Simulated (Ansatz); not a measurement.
C₂H₉BOSn (SMILES [BH2][SnH]([CH3])[O]C)

Input

```
crystal:
  periodic: [false, false, false]
  atoms:
    - { symbol: B, position_ang: [-1.1472, 1.7277, 0.7868] }
    - { symbol: Sn, position_ang: [-0.4117, -0.3004, 0.8787] }
    - { symbol: C, position_ang: [1.7023, -0.2399, 0.8446] }
    - { symbol: O, position_ang: [-1.011, -1.3519, -0.6678] }
    - { symbol: C, position_ang: [-0.5309, -0.8247, -1.8487] }
    - { symbol: H, position_ang: [-2.3616, 1.9773, 0.7784] }
    - { symbol: H, position_ang: [-0.4215, 2.6862, 0.7061] }
    - { symbol: H, position_ang: [-0.9068, -1.0244, 2.3633] }
    - { symbol: H, position_ang: [2.0859, 0.3275, 0.003] }
    - { symbol: H, position_ang: [2.1334, -1.2759, 0.8567] }
    - { symbol: H, position_ang: [2.089, 0.2734, 1.7924] }
    - { symbol: H, position_ang: [-0.8159, 0.253, -1.938] }
    - { symbol: H, position_ang: [0.5254, -0.8849, -1.8401] }
    - { symbol: H, position_ang: [-0.9423, -1.3721, -2.6867] }
basis:
  gaussian: { orbitals: def2-SVP }
hamiltonian:
  xc: pbe0
  dispersion: d4
relax:
  f_tol: 0.015
  max_steps: 40
output:
  orbitals: {}
```

Run with:

```sh
ansatz run input.yaml --threads 2 --pin off --max-ram 3072MiB --backend cpu --events-out ev --progress --plain --runs-dir out
```

The fields are those of the relaxed geometry.

Core potentials replace the inner electrons of Sn.

Computed with RKS PBE0-D4/def2-SVP in Ansatz 0.2.0.

What will maps of the electron density and electron localisation function show?

Answer. C–O (1.39 Å): the density is about 2.1 e/Å³ at the midpoint, with its minimum of 1.8 e/Å³ about 0.5 Å from C; the ELF peaks at about 0.90 between the atoms; a polar covalent bond.
Sn–O (2.01 Å): the density is about 0.69 e/Å³ at the midpoint; the ELF peaks at about 0.85 in the valence shell of O, 0.6 Å from its nucleus, and drops to about 0.15 between the two atoms.
C–H (1.11 Å): ρ is about 1.9 e/Å³ halfway; the ELF climbs to about 1 towards the hydrogen, as it does in any bond to H; an ordinary covalent bond to hydrogen.

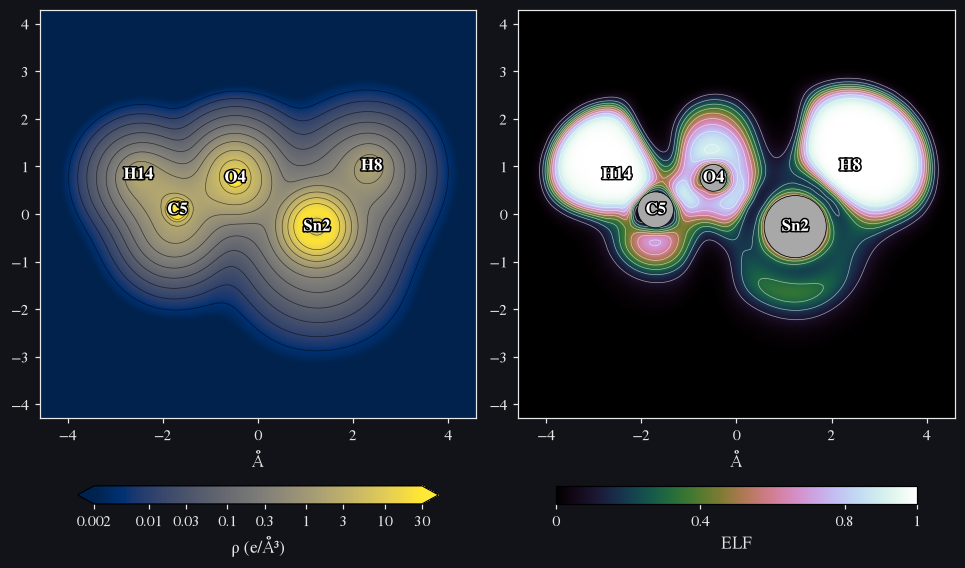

Computed electron density and electron localisation function on the plane of atoms O4, C5 and H14, in this order. Grey discs cover the atomic cores in the ELF map. 
